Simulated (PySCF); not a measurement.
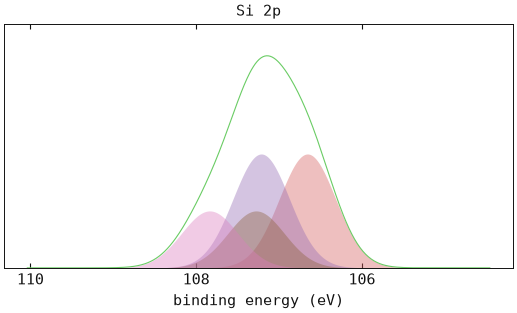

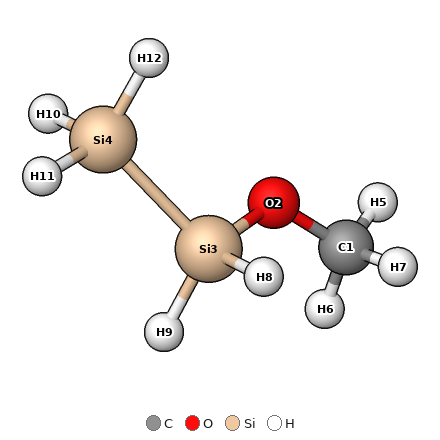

Simulated XPS of CH₈OSi₂, SMILES CO[SiH2][SiH3]. Vertical core-electron binding energies by ΔSCF (SCAN, pcX-1 on the ionised atom, pcseg-1 elsewhere, spin-free X2C; PySCF 2.14.0, at a PBE0-D3(BJ)/def2-SVP geometry (no frequency check)), gas phase, against the vacuum level. One atom of each kind was ionised; within a panel, areas follow the number of like atoms and 2j + 1 (2p levels are split by first-order spin-orbit coupling, an approximation), Gaussians of 0.8 eV full width. Only the regions named are shown. Lines closer than the width merge in the curve. The order of lines from different atoms under 0.3 eV apart is within the error of the method.

Q: Assign the components.

A:
```tsv
level	atoms	binding energy (eV)
Si 2p1/2	Si3	107.8
Si 2p1/2	Si4	107.3
Si 2p3/2	Si3	107.2
Si 2p3/2	Si4	106.7
```

Q: How large is the chemical shift across the Si 2p region?

A: 0.6 eV, from Si4 at 106.7 eV to Si3 at 107.2 eV.

Caveats: one conformer of a flexible molecule.
